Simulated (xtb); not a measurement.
**Molecular dynamics, with input and output: GeHSCl$_{2}$ (charge +1) (part 1 of 4)**

GeHSCl$_{2}$, charge +1, computed with GFN0-xTB (xtb 6.7.1).

The starting geometry was optimised with GFN2-xTB.

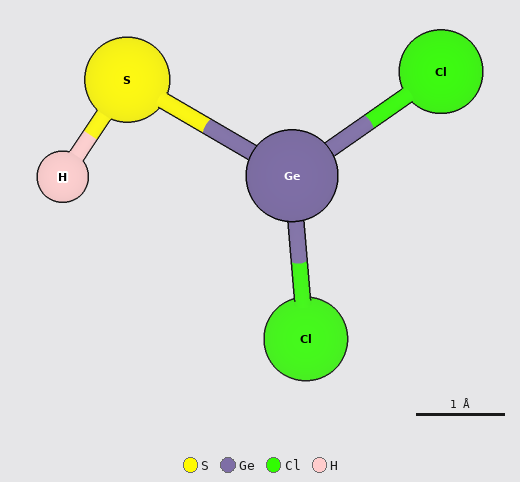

The starting structure (ball-and-stick view, seen on its broad side). Sticks mark near contacts.

Input file (geo.gen)
```
5 C
 S Ge Cl H
   1  1      0.11088000      1.66820000     -0.18252000
   2  2     -0.02651000     -0.47108000      0.73634000
   3  3      2.02221000     -1.16885000      0.88152000
   4  3     -0.92556000     -1.71866000     -0.82650000
   5  4     -1.13123000      1.61679000     -0.65024000
```

File input.inp
```
$md
   temp=200
   time=0.1
   step=4
   dump=4
   hmass=4
   shake=2
$opt
   engine=inertial
   microcycle=5
   maxcycle=500
$end
```

Command:
```bash
xtb geo.gen --input input.inp --omd --gfn 0 --chrg 1 > xtb.out
```

What the program printed
```
* xtb version 6.7.1
   ID    Z sym.   atoms
    1   16 S      1
    2   32 Ge     2
    3   17 Cl     3, 4
    4    1 H      5

           -------------------------------------------------
          |                Calculation Setup                |
           -------------------------------------------------

          program call               : xtb geo.gen --input input.inp --omd --gfn 0 --chrg 1
          coordinate file            : geo.gen
          omp threads                :                     1

           -------------------------------------------------
          |                 G F N 0 - x T B                 |
           -------------------------------------------------

      * Hamiltonian:
        H0-scaling (s, p, d)           2.000000    2.486800    2.270000
        zeta-weighting                 1.000000
      * Dispersion:
        s8                             2.850000
        a1                             0.800000
        a2                             4.600000
        s9                             0.000000
      * Repulsion:
        kExp                           1.500000
        rExp                           1.000000
      * Coulomb:
        alpha                          0.000000
        third order                    atomic
        anisotropic                    false
      * Polar bond correction:
        rad-shift                      0.053700
        strength                      -0.012900
        en-exp                         3.484700
        en-scale                       0.509700

          ...................................................
          :                      SETUP                      :
          :.................................................:
          :  # basis functions                  42          :
          :  # atomic orbitals                  38          :
          :  # shells                           14          :
          :  # electrons                        24          :
          :  electronic temp.          300.0000000     K    :
          :  accuracy                    1.0000000          :
          :  -> integral cutoff          0.2500000E+02      :
          :  -> integral neglect         0.1000000E-07      :
          ...................................................
  Checking positiv definite overlap ...  done.

         #    Occupation            Energy/Eh            Energy/eV
      -------------------------------------------------------------
         1        2.0000           -0.9702703             -26.4024
       ...           ...                  ...                  ...
         6        2.0000           -0.4836538             -13.1609
         7        2.0000           -0.4776801             -12.9983
         8        2.0000           -0.4711872             -12.8217
         9        2.0000           -0.4593353             -12.4992
        10        2.0000           -0.4508449             -12.2681
        11        2.0000           -0.4487143             -12.2101
        12        2.0000           -0.4181358             -11.3781 (HOMO)
        13                         -0.3703480             -10.0777 (LUMO)
        14                         -0.2015964              -5.4857
        15                         -0.1811593              -4.9296
        16                         -0.1735231              -4.7218
        17                         -0.1549202              -4.2156
       ...                                ...                  ...
        38                          1.0152946              27.6276
      -------------------------------------------------------------
                  HL-Gap            0.0477878 Eh            1.3004 eV
             Fermi-level            0.0000000 Eh            0.0000 eV

 EHT (total)                   0 d,  0 h,  0 min,  0.002 sec
 EHT setup                      ...        0 min,  0.000 sec (  2.076%)
 Coordination number            ...        0 min,  0.000 sec (  0.465%)
 EEQ model density              ...        0 min,  0.000 sec (  0.590%)
 D4 Dispersion                  ...        0 min,  0.000 sec (  3.105%)
 Integral evaluation            ...        0 min,  0.001 sec ( 26.846%)
 Cholesky factorization         ...        0 min,  0.000 sec (  1.854%)
 Zeroth order Hamiltonian       ...        0 min,  0.000 sec ( 15.427%)
 Gradient calculation           ...        0 min,  0.001 sec ( 46.227%)

         :::::::::::::::::::::::::::::::::::::::::::::::::::::
         ::                     SUMMARY                     ::
         :::::::::::::::::::::::::::::::::::::::::::::::::::::
         :: total energy             -12.705160401972 Eh    ::
         :: gradient norm              0.070460068661 Eh/a0 ::
         :: HOMO-LUMO gap              1.300371270371 eV    ::
         ::.................................................::
         :: H0 energy                -14.031732654013 Eh    ::
         :: repulsion energy           0.019178002089 Eh    ::
         :: electrostat energy         1.308952914993 Eh    ::
         :: -> Gsolv                   0.000000000000 Eh    ::
         ::    -> Gsasa                0.000000000000 Eh    ::
         ::    -> Gshift               0.000000000000 Eh    ::
         :: dispersion energy         -0.001558665041 Eh    ::
         :: short-range corr.          0.000000000000 Eh    ::
         :: add. restraining           0.000000000000 Eh    ::
         :: total charge               1.000000000000 e     ::
         :::::::::::::::::::::::::::::::::::::::::::::::::::::

      -----------------------------------------------------------
     |              Fast Inertial Relaxation Engine              |
      -----------------------------------------------------------

          ...................................................
          :                      SETUP                      :
          :.................................................:
          :   energy convergence        0.5000000E-04 Eh    :
          :   grad. convergence         0.4000000E-02 Eh/a0 :
          :   optimization log               true           :
          :   writing optlog all                1     steps :
          :   Hessian reset                     5     steps :
          :   time step scaling                 5     steps :
          :   maximium step len.        1.0000000     a0    :
          :   initial time step         0.2500000     fs    :
          :   maximum time step         1.2500000     fs    :
          :   power reset thr           0.0000000     au    :
          :   alpha parameter           0.1000000           :
          :   BFGS update                   false           :
          :   preconditioning               false           :
          ...................................................

........................................................................
.............................. CYCLE    1 ..............................
........................................................................
     Diagonalization            ...        0 min,  0.000 sec
 * total energy  :   -12.7057392 Eh     change    :  -0.5788106E-03 Eh
   gradient norm :     0.0697250 Eh/a0  converged?    E=F G=F D=F
   time step     :     0.2500000 fs     power     :   0.3056036E-07
   step length   :     0.0082578 a0     speed     :   0.7989836E-03

........................................................................
.............................. CYCLE    2 ..............................
........................................................................
     Diagonalization            ...        0 min,  0.000 sec
 * total energy  :   -12.7065930 Eh     change    :  -0.8537676E-03 Eh
   gradient norm :     0.0686112 Eh/a0  converged?    E=F G=F D=F
   time step     :     0.2500000 fs     power     :   0.4494844E-07
   step length   :     0.0123435 a0     speed     :   0.1194303E-02

........................................................................
.............................. CYCLE    3 ..............................
........................................................................
     Diagonalization            ...        0 min,  0.000 sec
 * total energy  :   -12.7077033 Eh     change    :  -0.1110357E-02 Eh
   gradient norm :     0.0671077 Eh/a0  converged?    E=F G=F D=F
   time step     :     0.2500000 fs     power     :   0.5827404E-07
   step length   :     0.0163638 a0     speed     :   0.1583284E-02

........................................................................
.............................. CYCLE    4 ..............................
........................................................................
     Diagonalization            ...        0 min,  0.000 sec
 * total energy  :   -12.7090457 Eh     change    :  -0.1342337E-02 Eh
   gradient norm :     0.0652012 Eh/a0  converged?    E=F G=F D=F
   time step     :     0.2500000 fs     power     :   0.7020223E-07
   step length   :     0.0202953 a0     speed     :   0.1963682E-02

........................................................................
.............................. CYCLE    5 ..............................
........................................................................
     Diagonalization            ...        0 min,  0.000 sec
 * total energy  :   -12.7105891 Eh     change    :  -0.1543463E-02 Eh
   gradient norm :     0.0628779 Eh/a0  converged?    E=F G=F D=F
   time step     :     0.2500000 fs     power     :   0.8039827E-07
   step length   :     0.0241139 a0     speed     :   0.2333145E-02
 * RMSD in coord.:     0.0363908 a0     energy gain  -0.5428734E-02 Eh

........................................................................
.............................. CYCLE    6 ..............................
........................................................................
     Diagonalization            ...        0 min,  0.000 sec
 * total energy  :   -12.7122967 Eh     change    :  -0.1707593E-02 Eh
   gradient norm :     0.0601264 Eh/a0  converged?    E=F G=F D=F
   time step     :     0.2500000 fs     power     :   0.8853472E-07
   step length   :     0.0277937 a0     speed     :   0.2689189E-02

........................................................................
.............................. CYCLE    7 ..............................
........................................................................
     Diagonalization            ...        0 min,  0.000 sec
 * total energy  :   -12.7141256 Eh     change    :  -0.1828895E-02 Eh
   gradient norm :     0.0569433 Eh/a0  converged?    E=F G=F D=F
   time step     :     0.2500000 fs     power     :   0.9430434E-07
   step length   :     0.0313076 a0     speed     :   0.3029180E-02

........................................................................
.............................. CYCLE    8 ..............................
........................................................................
     Diagonalization            ...        0 min,  0.000 sec
 * total energy  :   -12.7160278 Eh     change    :  -0.1902196E-02 Eh
   gradient norm :     0.0533426 Eh/a0  converged?    E=F G=F D=F
   time step     :     0.2500000 fs     power     :   0.9744200E-07
   step length   :     0.0346266 a0     speed     :   0.3350308E-02

........................................................................
.............................. CYCLE    9 ..............................
........................................................................
     Diagonalization            ...        0 min,  0.000 sec
 * total energy  :   -12.7179514 Eh     change    :  -0.1923555E-02 Eh
   gradient norm :     0.0493724 Eh/a0  converged?    E=F G=F D=F
   time step     :     0.2500000 fs     power     :   0.9776038E-07
   step length   :     0.0377193 a0     speed     :   0.3649542E-02

........................................................................
.............................. CYCLE   10 ..............................
........................................................................
     Diagonalization            ...        0 min,  0.000 sec
 * total energy  :   -12.7198426 Eh     change    :  -0.1891176E-02 Eh
   gradient norm :     0.0451425 Eh/a0  converged?    E=F G=F D=F
   time step     :     0.2500000 fs     power     :   0.9520637E-07
   step length   :     0.0405512 a0     speed     :   0.3923543E-02

........................................................................
.............................. CYCLE   11 ..............................
........................................................................
     Diagonalization            ...        0 min,  0.000 sec
 * total energy  :   -12.7218293 Eh     change    :  -0.1986790E-02 Eh
   gradient norm :     0.0404318 Eh/a0  converged?    E=F G=F D=F
   time step     :     0.2750000 fs     power     :   0.8922056E-07
   step length   :     0.0476773 a0     speed     :   0.4193670E-02
 * RMSD in coord.:     0.0981785 a0     energy gain  -0.1124020E-01 Eh

........................................................................
.............................. CYCLE   12 ..............................
........................................................................
     Diagonalization            ...        0 min,  0.000 sec
 * total energy  :   -12.7234904 Eh     change    :  -0.1661041E-02 Eh
   gradient norm :     0.0365322 Eh/a0  converged?    E=F G=F D=F
   time step     :     0.2500000 fs     power     :   0.8152908E-07
   step length   :     0.0454783 a0     speed     :   0.4400267E-02

........................................................................
.............................. CYCLE   13 ..............................
........................................................................
     Diagonalization            ...        0 min,  0.000 sec
 * total energy  :   -12.7249899 Eh     change    :  -0.1499479E-02 Eh
   gradient norm :     0.0335368 Eh/a0  converged?    E=F G=F D=F
   time step     :     0.2500000 fs     power     :   0.7273840E-07
   step length   :     0.0471831 a0     speed     :   0.4565218E-02

........................................................................
.............................. CYCLE   14 ..............................
........................................................................
     Diagonalization            ...        0 min,  0.000 sec
 * total energy  :   -12.7263254 Eh     change    :  -0.1335586E-02 Eh
   gradient norm :     0.0319403 Eh/a0  converged?    E=F G=F D=F
   time step     :     0.2500000 fs     power     :   0.6436763E-07
   step length   :     0.0483686 a0     speed     :   0.4679921E-02

........................................................................
.............................. CYCLE   15 ..............................
........................................................................
     Diagonalization            ...        0 min,  0.000 sec
 * total energy  :   -12.7275256 Eh     change    :  -0.1200146E-02 Eh
   gradient norm :     0.0318062 Eh/a0  converged?    E=F G=F D=F
   time step     :     0.2500000 fs     power     :   0.5810327E-07
   step length   :     0.0489744 a0     speed     :   0.4738532E-02
```
